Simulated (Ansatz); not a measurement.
# CdSe: carrier doping

The parent structure is CdSe in the zinc blende structure (space group F-43m, No. 216; a = 6.082 Å).

Carriers are added at fixed cell with a uniform background; the Fermi–Dirac width is that of 300 K.

The values are results of PBEsol (Ansatz, a quantum-chemistry and plane-wave program, PAW, no SOC), not measurements.

Notes on the quantities. Fermi level from band edge: Fermi level relative to the doped band's edge (positive inside the band; to 0.05 eV).

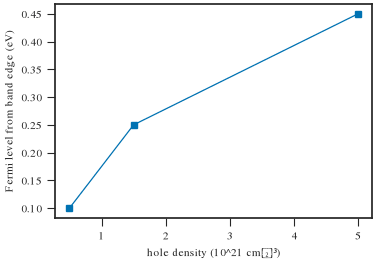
Fig. 1. Fermi level from band edge against hole density

| hole density (10^21 cm⁻³) | Fermi level from band edge |
|---|---|
| 0.5 | +0.10 eV |
| 1.5 | +0.25 eV |
| 5 | +0.45 eV |

Carriers are added with a uniform compensating background; total energy and stress of such cells depend on the potential's zero and are not compared; many-body gap narrowing is missing at this level. Whether these cells are dynamically stable was not tested.
